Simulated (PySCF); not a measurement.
# BrH3Si, SMILES `Br[SiH3]`: electronic structure

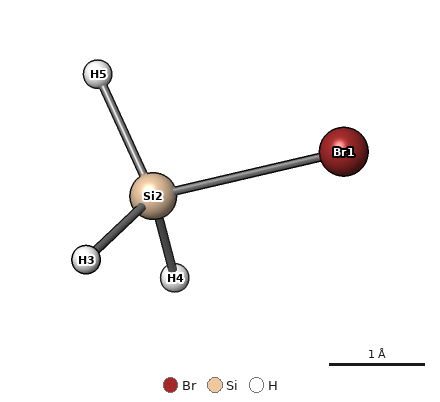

The molecule, with its atoms numbered as below. No frequency check shows the geometry to be a minimum.

Geometry (Å), atoms numbered from 1:

```
Br1     -0.7452   -0.0000    0.0000
Si2      1.4653    0.0001    0.0002
H3       1.8551   -1.1225   -0.8392
H4       1.8588   -0.1663    1.3866
H5       1.8549    1.2884   -0.5523
```

Part 1: Bonding charge

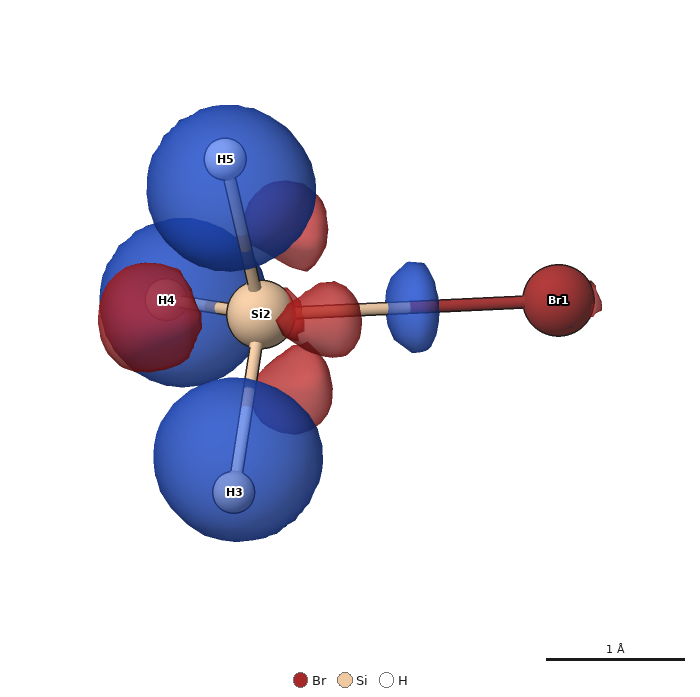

Deformation density (molecule less spherical, spin-averaged free atoms at the same positions), surfaces at ±0.1 e/Å³; blue: gain, red: loss.

PySCF calculation, B3LYP/def2-SVPD, gas phase; geometry: GFN2-xTB.

Describe the bonding that the map shows.

Answer. Si2–H4: +0.20 e/Å³ at the bond critical point (bond length 1.45 Å). Si2–H3 and Si2–H5: +0.19 e/Å³ at the bond critical point (bond length 1.46 Å). Br1–Si2: +0.03 e/Å³ at the bond critical point (bond length 2.21 Å); up to 0.6 Å beside the axis the gain reaches +0.14 e/Å³. In all, 1.2 electrons gather in the regions of gain relative to the promolecule. A small or negative value marks a very polar bond, one between electron-rich atoms, whose free-atom densities already overlap strongly, a long bond to a heavier atom, or a closed-shell contact such as a hydrogen bond.

Where do the Hirshfeld charges lie?

Answer. The highest Hirshfeld charge is on Si2 (+0.34 e), the lowest on Br1 (−0.14 e).

```csv
atom,charge (e)
Br1,−0.14
Si2,+0.34
H3,−0.07
H4,−0.07
H5,−0.07
```

Part 2: Local ionisation energy

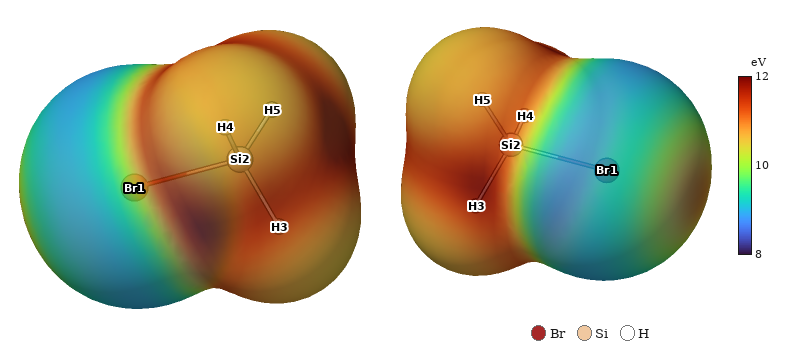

Average local ionisation energy on the surface of electron density 0.001 a.u. (back view left, front view right).

Locate the minima of the map.

Answer. The lowest value is 8.9 eV, 2.3 Å from Br1, and at like points elsewhere. Further minima include 10.5 eV, 1.5 Å from H3, and at like points elsewhere. For comparison, the highest occupied orbital lies at −8.1 eV.

Part 3: In an electric field

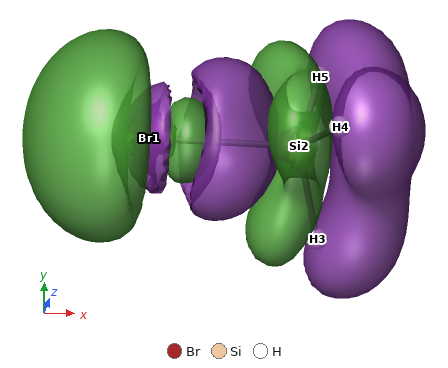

Change of the electron density in a uniform field of 0.21 V/Å, surfaces at ±0.001 e/Å³ (purple: gain, green: loss).

Level of theory: B3LYP/def2-SVPD (PySCF), at a geometry from GFN2-xTB.

The field was applied in both directions; the picture shows the one opposite to the script's first.

Along which Cartesian direction does the field point?

Answer. Along −x: electrons gather on the +x side, against the field.

What dipole is induced, and what polarisability does it imply?

Answer. The induced dipole is 0.61 D (along the field); α along this axis, from the fields in both directions, is 60 bohr³ (8.9 Å³).

The PySCF runs shown took 3.3 s and 5.9 s on 1 thread of AMD EPYC 9R45 96-Core Processor (Zen 5), on a shared host.
